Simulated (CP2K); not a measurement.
# Two attempts at [NO3]− (SMILES O=[N+]([O-])[O-])

Wanted: a single-point energy of [NO3]−, MNDOD.

The calculation is run with CP2K 2026.2.

### 1 The molecule

[NO3]−: 4 atoms, total charge -1, spin state singlet. SMILES: `O=[N+]([O-])[O-]`. The shape is that of a GFN2-xTB optimisation.

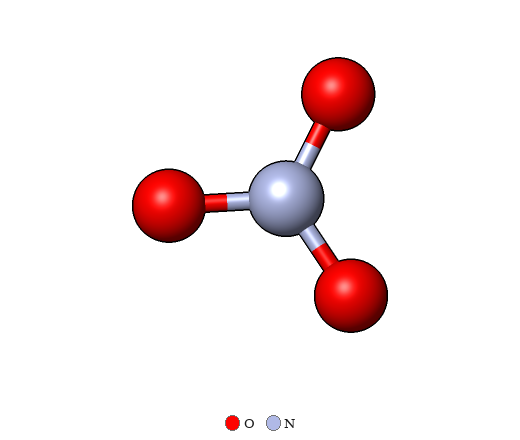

The structure, seen from a chosen angle (oxygen red, nitrogen light blue).

### 2 Try one

mol.inp reads:

```
&FORCE_EVAL
   METHOD QS
   &DFT
      CHARGE -1
      &QS
         METHOD MNDOD
         EPS_DEFAULT 1.0E-10
         &SE
            &COULOMB
               CUTOFF [angstrom] 50
               RC_RANGE [angstrom] 0
            &END
            &EXCHANGE
               CUTOFF [angstrom] 50
               RC_RANGE [angstrom] 0
            &END
         &END
      &END
      &POISSON
         PERIODIC NONE
         POISSON_SOLVER ANALYTIC
      &END
      &SCF
         SCF_GUESS ATOMIC
         EPS_SCF 1.0E-06
         MAX_SCF 50
         &OT
            MINIMIZER DIIS
            PRECONDITIONER FULL_ALL
         &END
         &OUTER_SCF
            EPS_SCF 1.0E-06
            MAX_SCF 8
         &END
      &END
      &PRINT
         &MOMENTS
            PERIODIC F
            REFERENCE COM
            MAX_MOMENT 1
         &END
         &MO_CUBES
            NLUMO 5
            NHOMO -1
            WRITE_CUBE F
         &END
         &HIRSHFELD OFF
         &END
      &END
   &END
   &SUBSYS
      # box in angstrom
      &CELL
         ABC 9.2 9.7 9.9
         PERIODIC NONE
      &END
      &COORD
         O      0.295750     0.520330     1.080370
         N     -0.005970    -0.003400     0.003140
         O      0.467940    -1.101740    -0.303400
         O     -0.757710     0.584820    -0.780120
      &END
      &TOPOLOGY
         &CENTER_COORDINATES
         &END
      &END
   &END
&END

&GLOBAL
   PROJECT_NAME mol
   RUN_TYPE FREQ
   PRINT_LEVEL MEDIUM
&END
```

Command:

```console
$ OMP_NUM_THREADS=1 cp2k.psmp mol.inp > mol.out
```

Log:

```text
*******************************************************************************
 *   ___                                                                       *
 *  /   \                                                                      *
 * [ABORT]                                                                     *
 *  \___/                   invalid value for enumeration:FREQ                 *
 *    |                                                                        *
 *  O/|                                                                        *
 * /| |                                                                        *
 * / \                                     input/input_enumeration_types.F:215 *
 *******************************************************************************

 ===== Routine Calling Stack =====

            4 val_create_parsing
            3 section_vals_parse
            2 section_vals_parse
            1 read_input

Program received signal SIGABRT: Process abort signal.

Backtrace for this error:
#0  0x4b153bf1f957 in ???
#1  0x4b155c7d4cac in __pthread_kill_implementation
#2  0x4b155c77bfb7 in raise
#3  0x4b155c765d37 in abort
#4  0x4b153c5f2d83 in ???
#5  0x4b153c5f4297 in ???
#6  0x4b153c5f4497 in ???
#7  0x4b153c75226f in ???
#8  0x4b153c76183b in ???
#9  0x4b153c76367b in ???
#10  0x4b153c7638f7 in ???
#11  0x4b153c039807 in ???
#12  0x4b153c8a4e8b in ???
#13  0x4b153c8a9d0b in ???
#14  0x4b153bfc0db3 in ???
#15  0x4b153bfbef13 in ???
#16  0x4b155c766573 in __libc_start_call_main
#17  0x4b155c766657 in __libc_start_main_impl
#18  0x4b153bfbf06f in ???
#19  0xffffffffffffffff in ???
```

Wall time 0.2 s (1 thread of Arm Neoverse V1, shared host).

### 3 Diagnosis

The input was rejected.

The log says `\___/                   invalid value for enumeration:FREQ`. Cause: unknown run type.

### 4 The mended input

job.inp reads:

```
&GLOBAL
   PROJECT job
   RUN_TYPE ENERGY
   PRINT_LEVEL MEDIUM
&END GLOBAL
&FORCE_EVAL
   METHOD Quickstep
   &DFT
      CHARGE -1
      &QS
         METHOD MNDOD
         EPS_DEFAULT 1.0E-10
         &SE
            &COULOMB
               CUTOFF [angstrom] 50
               RC_RANGE [angstrom] 0
            &END COULOMB
            &EXCHANGE
               CUTOFF [angstrom] 50
               RC_RANGE [angstrom] 0
            &END EXCHANGE
         &END SE
      &END QS
      &POISSON
         PERIODIC NONE
         POISSON_SOLVER ANALYTIC
      &END POISSON
      &SCF
         SCF_GUESS ATOMIC
         EPS_SCF 1.0E-06
         MAX_SCF 50
         &OT
            MINIMIZER DIIS
            PRECONDITIONER FULL_ALL
         &END OT
         &OUTER_SCF
            EPS_SCF 1.0E-06
            MAX_SCF 8
         &END OUTER_SCF
      &END SCF
      &PRINT
         &MOMENTS
            PERIODIC F
            REFERENCE COM
            MAX_MOMENT 1
         &END MOMENTS
         &MO_CUBES
            NLUMO 5
            NHOMO -1
            WRITE_CUBE F
         &END MO_CUBES
         &HIRSHFELD OFF
         &END HIRSHFELD
      &END PRINT
   &END DFT
   &SUBSYS
      &CELL
         ABC 9.2 9.7 9.9
         PERIODIC NONE
      &END CELL
      &COORD
         O      0.295750     0.520330     1.080370
         N     -0.005970    -0.003400     0.003140
         O      0.467940    -1.101740    -0.303400
         O     -0.757710     0.584820    -0.780120
      &END COORD
      &TOPOLOGY
         &CENTER_COORDINATES
         &END CENTER_COORDINATES
      &END TOPOLOGY
   &END SUBSYS
&END FORCE_EVAL
```

Command:

```console
$ OMP_NUM_THREADS=1 cp2k.psmp -i job.inp > job.out 2>&1
```

Log:

```text
CP2K| version string:                                       CP2K version 2026.2
 CP2K| Input file name                                                   job.inp

[... 166 lines left out ...]
  Heat of formation [kcal/mol]:                               -66.96663048126619
[... 22 lines left out ...]
  *** SCF run converged in     5 steps ***
[... 11 lines left out ...]
  outer SCF iter =    2 RMS gradient =   0.70E-06 energy =        -43.0600658760
[... 12 lines left out ...]
 SE_DIPOLE| Moment [a.u.]           0.01504542       0.00855705      -0.00700023
[... 3 lines left out ...]
 *** WARNING in qs_scf_post_se.F:140 :: Printing of MO cube files not ***
[... 35 lines left out ...]
 -------------------------------------------------------------------------------
```

It took 0.64 s on 1 thread of Arm Neoverse V1, shared host.

### 5 Outcome

Level: MNDOD.

| quantity | value |
| --- | --- |
| total energy | -43.06007 Eh |
| heat of formation | -67.0 kcal/mol |
